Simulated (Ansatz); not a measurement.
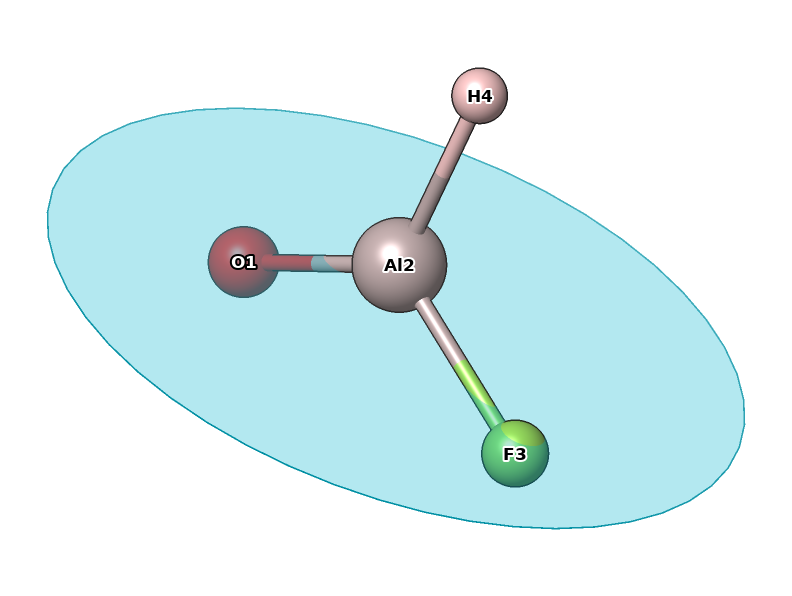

A disc through the centre of mass is drawn in. Depth is shown by fading: the farther an atom, the more it takes the colour of the background. State: charge −1, singlet. The geometry was computed by an optimisation with PBE-D4/def2-SVPD. No frequency run is at hand to confirm it as a minimum.

### Is the plane of the disc a mirror plane of the structure?

No. The point group is Cs, with 1 mirror plane, and this plane isn't one of its mirror planes.
